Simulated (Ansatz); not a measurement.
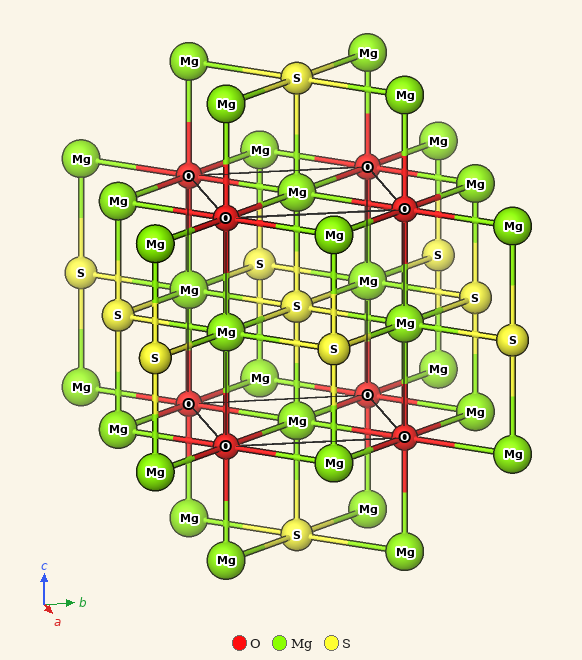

Shown here is a ball-and-stick view of the crystal, taken slightly off an axis. Atoms at the boundary of the conventional unit cell (the box) are drawn once for each face, edge or corner they touch. The first bonded neighbours in the surrounding cells are also shown.

Mg2SO, space group P4/mmm (No. 123), a = 3.598 Å, b = 3.598 Å, c = 4.634 Å, α = 90.00°, β = 90.00°, γ = 90.00°. The starting point was a structure type filled with these elements by a generator (whether the compound takes this form wasn't checked). The cell was then strained or its atoms displaced on purpose. It was the input of a calculation with Ansatz.

This one geometry was computed with Ansatz (DFT, plane waves, PAW) at three levels of theory: r2SCAN, HSE06 and PBE. It was relaxed with r2SCAN and then strained.

> Which level gives the highest pressure at this volume, and what does that say about its equilibrium volume?

Highest: PBE (-3.4 GPa), which points to the largest equilibrium volume. Lowest, with the smallest volume: r2SCAN (-5.7 GPa) and HSE06 (-6.0 GPa). Levels within 0.5 GPa of each other can't be told apart.

> How does the band gap change with the level of theory?

PBE: a gap of 2.80 eV, direct; r2SCAN: a gap of 3.59 eV, direct; HSE06: a gap of 4.10 eV, direct.

> Collect the results in a table.

| level | cutoff (eV) | k-mesh of the run's cell | gap (eV) | pressure (GPa) |
| --- | --- | --- | --- | --- |
| r2SCAN | 500 | 8×8×6 | 3.59 | -5.7 |
| HSE06 | 420 | 6×6×4 | 4.10 | -6.0 |
| PBE | 420 | 8×8×6 | 2.80 | -3.4 |

Gaps are taken on the k-mesh or band path of each run.
